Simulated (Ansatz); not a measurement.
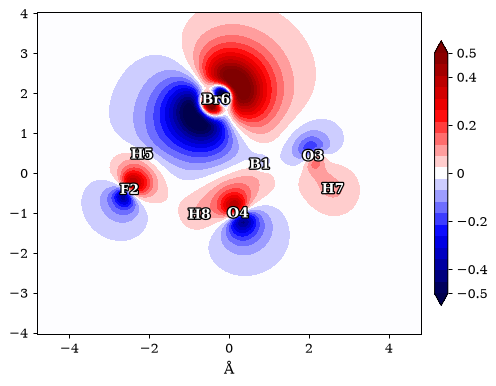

Figure. BBrH$_{2}$O$_{2}$···HF. The HOMO−1 on the molecular plane (values in Å⁻³ᐟ²; the overall sign is arbitrary).

The product side of a reaction path; geometry: PBE0-D4/def2-TZVP; a saddle point, not a minimum.

The calculation used Ansatz 0.2.0, RKS PBE0-D4/def2-TZVPP.

```yaml
atoms:
  - { symbol: B, position_ang: [-0.5803, 0.1265, -0.5455] }
  - { symbol: F, position_ang: [1.7228, -0.2474, 1.8283] }
  - { symbol: O, position_ang: [-1.4911, 0.2453, -1.5286] }
  - { symbol: O, position_ang: [0.4459, -0.7338, -0.5918] }
  - { symbol: H, position_ang: [1.0342, 0.3816, 1.9297] }
  - { symbol: Br, position_ang: [-0.8550, 1.3179, 0.9926] }
  - { symbol: H, position_ang: [-1.3156, -0.3570, -2.2590] }
  - { symbol: H, position_ang: [1.0392, -0.7330, 0.1741] }
```

> Where does this orbital lie, and at what energy?

Its weight (Hirshfeld) is mainly on Br6 (about 85 %); it is symmetric in the molecular plane (an in-plane orbital: σ, lone-pair or in-plane π type); largely a lone pair of Br6. Its energy is −9.07 eV.
